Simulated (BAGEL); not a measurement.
# singlet CH2F3Si+: a chain of runs

Wanted: a single-point energy (singlet CH2F3Si+, HF/def2-SV(P)), then a single-point energy (doublet CH2F3Si, NEVPT2(3,3)/def2-SV(P)), then the energy (doublet CH2F3Si, CASPT2(3,3)/def2-SV(P)) of CH2F3Si. 

Program for the calculation: BAGEL 1.2.2.

**1. The molecule**

The species is CH2F3Si+ (7 atoms), meant as a singlet with charge +1. As SMILES of the parent species, `[CH2][Si](F)(F)F`. One bond was lengthened or shortened from a relaxed shape. That shape belongs to the parent species and isn't relaxed for this state.

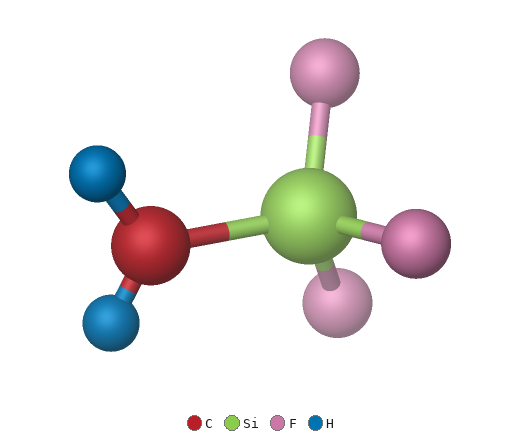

Viewed from a chosen angle; carbon red, silicon green, fluorine pink, hydrogen blue.

**2. A single-point energy at HF/def2-SV(P) (density fitting with svp-jkfit) (run 1)**

Input file input.json:

```json
{ "bagel": [

{
  "title": "molecule",
  "basis": "def2-sv_p_.json",
  "df_basis": "svp-jkfit",
  "geometry": [
    { "atom": "C", "xyz": [    -1.60196241,     0.81991626,     1.38006510 ] },
    { "atom": "Si", "xyz": [     0.54230982,    -0.43221627,    -0.97642338 ] },
    { "atom": "F", "xyz": [    -0.27688645,     0.39812939,    -3.71784907 ] },
    { "atom": "F", "xyz": [     0.64152045,    -3.41250334,    -0.97188804 ] },
    { "atom": "F", "xyz": [     3.32776613,     0.51680419,    -0.50985000 ] },
    { "atom": "H", "xyz": [    -3.27130489,     1.16444924,     1.02460950 ] },
    { "atom": "H", "xyz": [    -1.01350169,     1.18160984,     3.30871958 ] }
  ]
},

{ "title": "hf", "charge": 1 },

{ "title": "print", "file": "orbitals.molden", "orbitals": true }

]}
```

The basis set def2-SV(P) is read from a file made from the Basis Set Exchange's data (not shown).

Run with:

```bash
BAGEL_NUM_THREADS=1 BAGEL input.json > input.out
```

The program printed:

```text
* using 1 threads per process

  ===============================================================
  ===============================================================

  *** Geometry ***

  { "atom" : "C", "xyz" : [     -1.601962,      0.819916,      1.380065 ] },
  { "atom" : "Si", "xyz" : [      0.542310,     -0.432216,     -0.976423 ] },
  { "atom" : "F", "xyz" : [     -0.276886,      0.398129,     -3.717849 ] },
  { "atom" : "F", "xyz" : [      0.641520,     -3.412503,     -0.971888 ] },
  { "atom" : "F", "xyz" : [      3.327766,      0.516804,     -0.509850 ] },
  { "atom" : "H", "xyz" : [     -3.271305,      1.164449,      1.024609 ] },
  { "atom" : "H", "xyz" : [     -1.013502,      1.181610,      3.308720 ] },

  Number of auxiliary basis functions:      470

  Since a DF basis is specified, we compute 2- and 3-index integrals:
    o Being stored without compression. Storage requirement is 0.023 GB

  Number of basis functions:       78
  Number of electrons      :       49

    * METHOD: MOLECULE                             0.20

  *** RHF ***

  === Nuclear Repulsion ===
   253.7261573000

      * DIIS with orbital gradients will be used.

  === RHF iteration (def2-sv_p_.json) ===
      0       -625.34034075          0.02628540           0.06
      1       -625.54754452          0.01678095           0.06
      2       -625.66492598          0.00122085           0.06
      3       -625.66599327          0.00021261           0.06
      4       -625.66602686          0.00006106           0.06
      5       -625.66602972          0.00002701           0.06
      6       -625.66603020          0.00000856           0.06
      7       -625.66603028          0.00000159           0.06
      8       -625.66603028          0.00000051           0.06
      9       -625.66603029          0.00000025           0.06
     10       -625.66603029          0.00000011           0.06
     11       -625.66603029          0.00000004           0.06
     12       -625.66603029          0.00000001           0.06
     13       -625.66603029          0.00000000           0.06
    * SCF iteration converged.

    * Permanent dipole moment:
           (    2.352969,    -1.385343,    -2.690553) a.u.

    * METHOD: HF                                   0.95

    * METHOD: PRINT                                0.02

  ===============================================================
```

Wall time 1.3 s (1 thread of Arm Neoverse V1, shared host); peak memory 0.11 GiB.

**3. Doublet neutral CH2F3Si: the energy at NEVPT2(3,3)/def2-SV(P) (density fitting with svp-jkfit) (run 2)**

input.json: that of step 2 with these lines changed.

```diff
@@ -6,2 +6,3 @@
   "df_basis": "svp-jkfit",
+  "angstrom": false,
   "geometry": [
@@ -17,5 +18,35 @@
 
-{ "title": "hf", "charge": 1 },
+{
+  "title": "hf",
+  "charge": 1
+},
 
-{ "title": "print", "file": "orbitals.molden", "orbitals": true }
+{
+  "title": "casscf",
+  "nstate": 1,
+  "nact": 3,
+  "nclosed": 23,
+  "nspin": 1,
+  "active": [13, 25, 43],
+  "maxiter": 200,
+  "natocc": true
+},
+
+{
+  "title": "nevpt2",
+  "nstate": 1,
+  "nact": 3,
+  "nclosed": 23,
+  "nspin": 1,
+  "active": [13, 25, 43],
+  "maxiter": 200,
+  "natocc": true,
+  "ncore": 9
+},
+
+{
+  "title": "print",
+  "file": "orbitals.molden",
+  "orbitals": true
+}
```

The basis set def2-SV(P) is read from a file made from the Basis Set Exchange's data (not shown).

Run with:

```bash
BAGEL_NUM_THREADS=1 BAGEL input.json > input.out
```

The program printed:

```text
* using 1 threads per process

  ===============================================================
  ===============================================================

  *** Geometry ***

  { "atom" : "C", "xyz" : [     -1.601962,      0.819916,      1.380065 ] },
  { "atom" : "Si", "xyz" : [      0.542310,     -0.432216,     -0.976423 ] },
  { "atom" : "F", "xyz" : [     -0.276886,      0.398129,     -3.717849 ] },
  { "atom" : "F", "xyz" : [      0.641520,     -3.412503,     -0.971888 ] },
  { "atom" : "F", "xyz" : [      3.327766,      0.516804,     -0.509850 ] },
  { "atom" : "H", "xyz" : [     -3.271305,      1.164449,      1.024609 ] },
  { "atom" : "H", "xyz" : [     -1.013502,      1.181610,      3.308720 ] },

  Number of auxiliary basis functions:      470

  Since a DF basis is specified, we compute 2- and 3-index integrals:
    o Being stored without compression. Storage requirement is 0.023 GB

  Number of basis functions:       78
  Number of electrons      :       49

    * METHOD: MOLECULE                             0.20

  *** RHF ***

[... 11 lines left out ...]
    * SCF iteration converged.
[... 1 line left out ...]
    * Permanent dipole moment:
[... 24 lines left out ...]
      1  0      -626.04818909     6.90e-04      0.37
[... 15 lines of this table left out ...]
      9  0      -626.05872709     5.57e-09      0.29

    * Second-order optimization converged. *

     guess   0:   closed 1..                  open .1.

  === FCI iteration ===

      0  0      -626.04620447     5.64e-02      0.00
      1  0      -626.05871252     1.41e-03      0.00
      2  0      -626.05872695     1.40e-04      0.00
      3  0      -626.05872709     3.62e-07      0.00
      4  0      -626.05872709     2.17e-08      0.00
      5  0      -626.05872709     1.24e-09      0.00
      6  0 *    -626.05872709     7.18e-11      0.00

     * ci vector, state   0, <S^2> = 0.7500
       2a.    -0.9971162285
       .a2    -0.0690624468

    * METHOD: CASSCF                               3.12

    * freezing 9 orbitals

  === DF-NEVPT2 calculation ===

    * 3-index integral transformation done
    * assembly done

      NEVPT2 correlation energy:   -0.7265082264      0.18

          (+0)     -0.6590983779
          (+0)'    -0.0139560242
          (+1)     -0.0062474260
          (+1)'    -0.0003700894
          (+2)     -0.0000924140
          (-1)     -0.0313241062
          (-1)'    -0.0052096600
          (-2)     -0.0102101287

      NEVPT2 total energy:       -626.7852353170

    * METHOD: NEVPT2                               0.29

    * METHOD: PRINT                                0.02

  ===============================================================
```

It took 4.8 s on 1 thread of Arm Neoverse V1, shared host; peak memory 0.14 GiB.

**4. Doublet neutral CH2F3Si: a single-point energy at CASPT2(3,3)/def2-SV(P) (density fitting with svp-jkfit) (run 3)**

Input file caspt2.json:

```json
{ "bagel": [

{
  "title": "molecule",
  "basis": "def2-sv_p_.json",
  "df_basis": "svp-jkfit",
  "geometry": [
    { "atom": "C", "xyz": [    -1.60196241,     0.81991626,     1.38006510 ] },
    { "atom": "Si", "xyz": [     0.54230982,    -0.43221627,    -0.97642338 ] },
    { "atom": "F", "xyz": [    -0.27688645,     0.39812939,    -3.71784907 ] },
    { "atom": "F", "xyz": [     0.64152045,    -3.41250334,    -0.97188804 ] },
    { "atom": "F", "xyz": [     3.32776613,     0.51680419,    -0.50985000 ] },
    { "atom": "H", "xyz": [    -3.27130489,     1.16444924,     1.02460950 ] },
    { "atom": "H", "xyz": [    -1.01350169,     1.18160984,     3.30871958 ] }
  ]
},

{ "title": "hf", "charge": 1 },

{ "title": "casscf", "nstate": 1, "nact": 3, "nclosed": 23, "nspin": 1, "active": [13, 25, 43], "maxiter": 200, "natocc": true },

{ "title": "print", "file": "orbitals.molden", "orbitals": true },

{ "title": "smith", "method": "caspt2", "ms": true, "xms": true, "sssr": true, "shift": 0.2, "shift_imag": true, "ncore": 9 }

]}
```

The basis set def2-SV(P) is read from a file made from the Basis Set Exchange's data (not shown).

Run with:

```bash
BAGEL_NUM_THREADS=1 BAGEL caspt2.json > caspt2.out
```

The program printed:

```text
* using 1 threads per process

  ===============================================================
  ===============================================================

  *** Geometry ***

  { "atom" : "C", "xyz" : [     -1.601962,      0.819916,      1.380065 ] },
  { "atom" : "Si", "xyz" : [      0.542310,     -0.432216,     -0.976423 ] },
  { "atom" : "F", "xyz" : [     -0.276886,      0.398129,     -3.717849 ] },
  { "atom" : "F", "xyz" : [      0.641520,     -3.412503,     -0.971888 ] },
  { "atom" : "F", "xyz" : [      3.327766,      0.516804,     -0.509850 ] },
  { "atom" : "H", "xyz" : [     -3.271305,      1.164449,      1.024609 ] },
  { "atom" : "H", "xyz" : [     -1.013502,      1.181610,      3.308720 ] },

  Number of auxiliary basis functions:      470

  Since a DF basis is specified, we compute 2- and 3-index integrals:
    o Being stored without compression. Storage requirement is 0.023 GB

  Number of basis functions:       78
  Number of electrons      :       49

    * METHOD: MOLECULE                             0.20

  *** RHF ***

[... 11 lines left out ...]
    * SCF iteration converged.
[... 1 line left out ...]
    * Permanent dipole moment:
[... 28 lines left out ...]
    * Second-order optimization converged. *
[... 13 lines left out ...]
     * ci vector, state   0, <S^2> = 0.7500
[... 16 lines left out ...]
    * Zeroth order energy : state  0       -1.6890265340
[... 3 lines left out ...]
      -------------------------------------------  CASPT2 iteration  ---------------------------------------------------
       #      aibj      arbs      arbi      airj      risj      airs      arst      rist         Etot      error   time
      ------------------------------------------------------------------------------------------------------------------

       0  -0.65829  -0.01264  -0.03386  -0.00706  -0.00014  -0.01312  -0.00483  -0.00043   -0.7303674  0.0014866   0.10
       1  -0.65849  -0.01271  -0.03397  -0.00713  -0.00015  -0.01339  -0.00494  -0.00046   -0.7312397  0.0002562   0.09
       2  -0.65850  -0.01271  -0.03398  -0.00714  -0.00015  -0.01339  -0.00494  -0.00046   -0.7312696  0.0000477   0.09
       3  -0.65850  -0.01271  -0.03398  -0.00714  -0.00015  -0.01339  -0.00494  -0.00046   -0.7312706  0.0000103   0.09
       4  -0.65850  -0.01271  -0.03398  -0.00714  -0.00015  -0.01339  -0.00494  -0.00046   -0.7312706  0.0000021   0.09
       5  -0.65850  -0.01271  -0.03398  -0.00714  -0.00015  -0.01339  -0.00494  -0.00046   -0.7312706  0.0000004   0.10

      ------------------------------------------------------------------------------------------------------------------

    * CASPT2 energy : state  0     -626.7919985215
        w/o shift correction       -626.7899977363
        reference weight              0.8519440101

    * METHOD: SMITH                                0.80

  ===============================================================
```

It took 5.4 s on 1 thread of Arm Neoverse V1, shared host; peak memory 0.2 GiB.

**5. What came out**

```
                                    quantity          value
          run 1, HF/def2-SV(P): total energy  -625.66603 Eh
           run 1, HF/def2-SV(P): HOMO energy      -23.12 eV
           run 1, HF/def2-SV(P): LUMO energy       -9.07 eV
         run 1, HF/def2-SV(P): HOMO–LUMO gap       14.05 eV
doublet neutral CH2F3Si, run 2: total energy  -626.78524 Eh
doublet neutral CH2F3Si, run 3: total energy  -626.79200 Eh
```
